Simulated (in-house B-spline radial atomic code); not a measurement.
Level of theory: scalar-relativistic (spin-free one-electron X2C) RPBE, spin-polarised, spherical fractional occupations, Fermi nucleus, basis-set limit. Computed with an in-house B-spline radial code. The occupation of the 5p shell is varied from Te³⁺ ([Kr] 4d10 5s2 5p1 (high spin)) to Te²⁺ ([Kr] 4d10 5s2 5p2 (high spin)), with spherical fractional occupations. Wanted, and plotted below: the total energy less the straight line between the end points, and the eigenvalue of 5p↑ (the dashed line is minus the energy to take the whole electron out).

The curve is convex (below the straight line), with the largest deviation among the points computed, −1.12 eV, at 0.5. The end points differ by 27.5 eV, the energy to take the electron out. The eigenvalue, which is the slope of the energy (Janak's theorem), moves from −32.0 eV at 0 to −23.0 eV at 1; for a straight line it would stay constant, and a parabola would sag by an eighth of this change, scaled to a whole electron, 1.12 eV. Convexity is the mark of the delocalisation error, which puts fractional charges too low; for p, d and f shells the spherical spreading of the fraction adds to it.

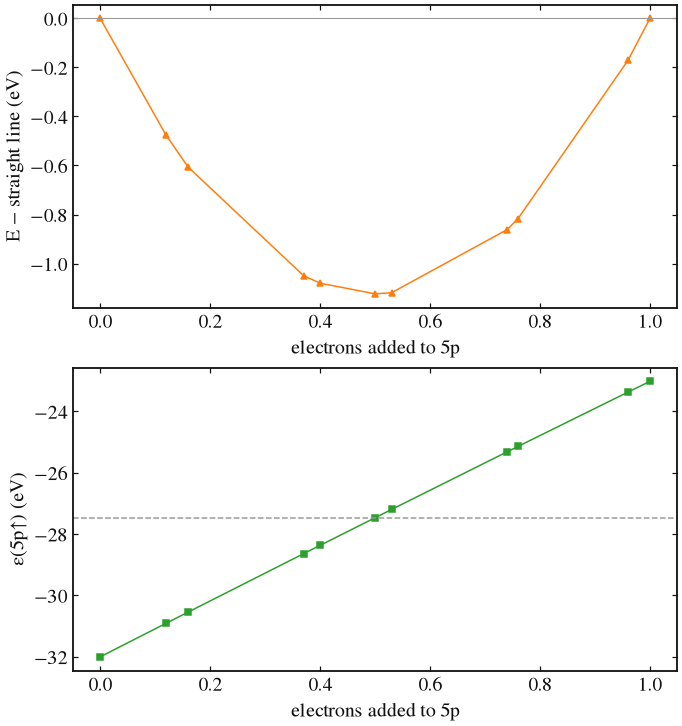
